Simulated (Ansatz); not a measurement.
Input

```
crystal:
  periodic: [false, false, false]
  atoms:
    - {symbol: B, position_ang: [1.173578, -1.603125, 1.667014]}
    - {symbol: O, position_ang: [0.521538, -1.149064, 0.604910]}
    - {symbol: Si, position_ang: [-0.789401, -0.127515, 0.295838]}
    - {symbol: H, position_ang: [0.899709, -1.314764, 2.822362]}
    - {symbol: H, position_ang: [-1.338825, 0.387006, 1.583732]}
    - {symbol: H, position_ang: [-0.295800, 0.989907, -0.551975]}
    - {symbol: H, position_ang: [-1.812425, -0.920794, -0.435734]}
basis:
  gaussian: {orbitals: def2-TZVPD}
magnetization: {spin_polarized: true, initial_magnetization: 1}
hamiltonian: {xc: pbe0}
output: {forces: true, orbitals: {seedname: orbitals}}
```

Run with:

```sh
ansatz run input.yaml --threads 1 --pin off --max-ram 2610MiB --events-out events.jsonl --progress --plain --runs-dir runs
```

Geometry: PBE0-D3(BJ)/def2-SVP.

These are results of Ansatz 0.2.0, isolated molecule in a Gaussian basis; Kohn-Sham density functional theory, functional PBE0, not measurements.

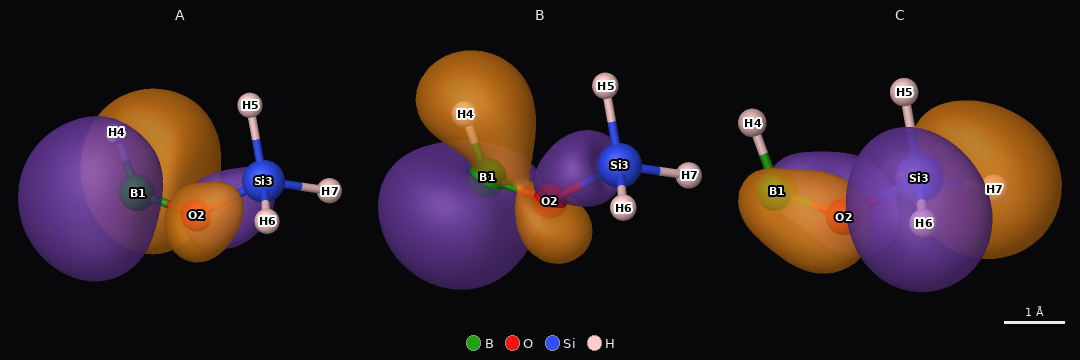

BH₄OSi (doublet). Three frontier orbitals at ±0.08 Å⁻³ᐟ² (orange and purple are the two phases), in no order.

Order the three orbitals by energy and name them. All are α orbitals.

Answer. C is the HOMO−1 (α) (−9.80 eV). By Hirshfeld shares it lies mainly on Si3 (about 30 %), H6 (about 20 %), H7 (about 20 %) and O2 (about 20 %). B is the HOMO (α) (−5.38 eV). By Hirshfeld shares it lies mainly on B1 (about 70 %), H4 (about 10 %) and O2 (about 10 %). A is the LUMO (α) (−0.85 eV). Its weight (Hirshfeld) is mainly on B1 (about 70 %), O2 (about 15 %) and H4 (about 10 %).

What is the gap between the highest occupied and lowest empty α orbitals?

Answer. 4.53 eV between the orbital energies.
